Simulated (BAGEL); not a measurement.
# BCl3 (boron trichloride) at HF/STO-3G (density fitting with cc-pvqz-jkfit)

What is the vertical ionisation energy of BCl3 (boron trichloride) at HF/STO-3G (density fitting with cc-pvqz-jkfit)? 

Program for the calculation: BAGEL 1.2.2.

**1. The structure to begin with**

BCl3: 4 atoms, total charge 0, spin state singlet. SMILES: `ClB(Cl)Cl`. The shape is that of a PBE0-D4/def2-TZVP optimisation.

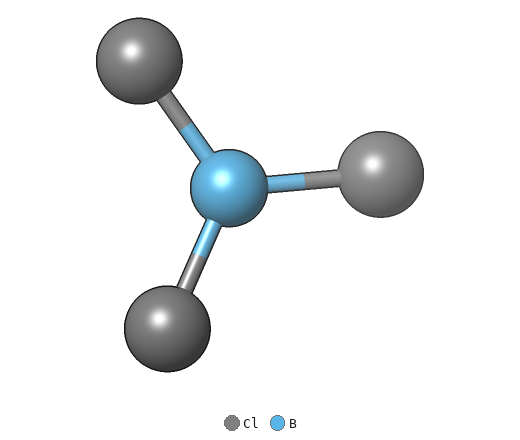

The structure, seen from a chosen angle (chlorine grey, boron blue).

**2. The energy at HF/STO-3G (density fitting with cc-pvqz-jkfit)**

input.json reads:

```json
{ "bagel": [

{
  "title": "molecule",
  "basis": "sto-3g",
  "df_basis": "cc-pvqz-jkfit",
  "angstrom": true,
  "geometry": [
    { "atom": "Cl", "xyz": [      -0.257920,       0.516440,       1.638340 ] },
    { "atom": "B", "xyz": [       0.000000,       0.000000,      -0.000010 ] },
    { "atom": "Cl", "xyz": [       0.942010,      -1.423060,      -0.324000 ] },
    { "atom": "Cl", "xyz": [      -0.684100,       0.906610,      -1.314320 ] }
  ]
},

{
  "title": "hf"
},

{
  "title": "print",
  "file": "orbitals.molden",
  "orbitals": true
}

]}
```

Started as:

```
$ BAGEL_NUM_THREADS=1 BAGEL input.json > input.out
```

Standard output:

```text
* using 1 threads per process

  ===============================================================
  ===============================================================

  *** Geometry ***

  { "atom" : "Cl", "xyz" : [     -0.487398,      0.975930,      3.096014 ] },
  { "atom" : "B", "xyz" : [      0.000000,      0.000000,     -0.000019 ] },
  { "atom" : "Cl", "xyz" : [      1.780141,     -2.689194,     -0.612271 ] },
  { "atom" : "Cl", "xyz" : [     -1.292762,      1.713245,     -2.483705 ] },

  Number of auxiliary basis functions:      550

  Since a DF basis is specified, we compute 2- and 3-index integrals:
    o Being stored without compression. Storage requirement is 0.005 GB

  Number of basis functions:       32
  Number of electrons      :       56

    * METHOD: MOLECULE                             0.21

  *** RHF ***

  === Nuclear Repulsion ===
   230.1731617545

      * DIIS with orbital gradients will be used.

  === RHF iteration (sto-3g) ===
      0      -1388.09185632          0.01765874           0.04
      1      -1388.21092412          0.00692307           0.04
      2      -1388.22757111          0.00060421           0.04
      3      -1388.22780742          0.00004401           0.04
      4      -1388.22780869          0.00001560           0.04
      5      -1388.22780888          0.00000228           0.04
      6      -1388.22780889          0.00000015           0.04
      7      -1388.22780889          0.00000002           0.04
      8      -1388.22780889          0.00000000           0.04
    * SCF iteration converged.

    * Permanent dipole moment:
           (    0.000009,    -0.000025,     0.000050) a.u.

    * METHOD: HF                                   0.39

    * METHOD: PRINT                                0.00

  ===============================================================
```

It took 0.76 s on 1 thread of Arm Neoverse V2, shared host; peak memory 0.084 GiB.

**3. The doublet cation at the same level**

calc.json reads:

```json
{ "bagel" : [

{
  "title" : "molecule",
  "basis" : "sto-3g",
  "df_basis" : "cc-pvqz-jkfit",
  "angstrom" : true,
  "geometry" : [
    { "atom" : "Cl", "xyz" : [   -0.257920,    0.516440,    1.638340 ] },
    { "atom" : "B", "xyz" : [    0.000000,    0.000000,   -0.000010 ] },
    { "atom" : "Cl", "xyz" : [    0.942010,   -1.423060,   -0.324000 ] },
    { "atom" : "Cl", "xyz" : [   -0.684100,    0.906610,   -1.314320 ] }
  ]
},
{
  "title" : "uhf",
  "charge" : 1,
  "nopen" : 1
},
{
  "title" : "print",
  "file" : "orbitals.molden",
  "orbitals" : true
}

]}
```

Started as:

```
$ BAGEL_NUM_THREADS=1 BAGEL calc.json > calc.out
```

Standard output:

```text
* using 1 threads per process

  ===============================================================
  ===============================================================

  *** Geometry ***

  { "atom" : "Cl", "xyz" : [     -0.487398,      0.975930,      3.096014 ] },
  { "atom" : "B", "xyz" : [      0.000000,      0.000000,     -0.000019 ] },
  { "atom" : "Cl", "xyz" : [      1.780141,     -2.689194,     -0.612271 ] },
  { "atom" : "Cl", "xyz" : [     -1.292762,      1.713245,     -2.483705 ] },

  Number of auxiliary basis functions:      550

  Since a DF basis is specified, we compute 2- and 3-index integrals:
    o Being stored without compression. Storage requirement is 0.005 GB

  Number of basis functions:       32
  Number of electrons      :       56

    * METHOD: MOLECULE                             0.20

  *** Open-shell HF ***

  === Nuclear Repulsion ===
   230.1731617545

      * DIIS with orbital gradients will be used.

  === UHF iteration (sto-3g) ===
      0      -1387.66725750          0.03467943           0.07
      1      -1387.78478167          0.01385677           0.07
      2      -1387.79929083          0.00502844           0.07
      3      -1387.80153179          0.00034931           0.07
      4      -1387.80156372          0.00004290           0.07
      5      -1387.80156640          0.00000496           0.07
      6      -1387.80156676          0.00000199           0.07
      7      -1387.80156687          0.00000222           0.07
      8      -1387.80156679          0.00000167           0.07
      9      -1387.80156678          0.00000054           0.07
     10      -1387.80156691          0.00000017           0.07
     11      -1387.80156692          0.00000003           0.07
     12      -1387.80156692          0.00000001           0.07
    * SCF iteration converged.

    * S^2 (UHF) is 0.7538

    * Permanent dipole moment:
           (    0.000024,    -0.000039,     0.000145) a.u.

    * METHOD: UHF                                  0.97

    * METHOD: PRINT                                0.00

  ===============================================================
```

Run time: 1.3 s. Hardware: 1 thread of Arm Neoverse V2, shared host; peak memory 0.084 GiB.

**4. Results**

Level: HF/STO-3G (density fitting with cc-pvqz-jkfit).

| quantity | value |
| --- | --- |
| singlet BCl3: total energy | -1388.22781 Eh |
| singlet BCl3: dipole moment | 0.00 D |
| singlet BCl3: HOMO energy | -11.66 eV |
| singlet BCl3: LUMO energy | 4.33 eV |
| singlet BCl3: HOMO–LUMO gap | 15.99 eV |
| doublet cation: total energy | -1387.80157 Eh |
| doublet cation: ⟨S²⟩ | 0.754 |
| vertical ionisation energy (to the doublet cation) | 11.599 eV |

What this shows: Removing an electron at fixed nuclei costs 11.60 eV (267 kcal/mol). The negative HOMO energy of the first species, 11.66 eV, lies 0.06 eV above that difference. In a minimal basis such a difference can be off by several eV, whatever the method.
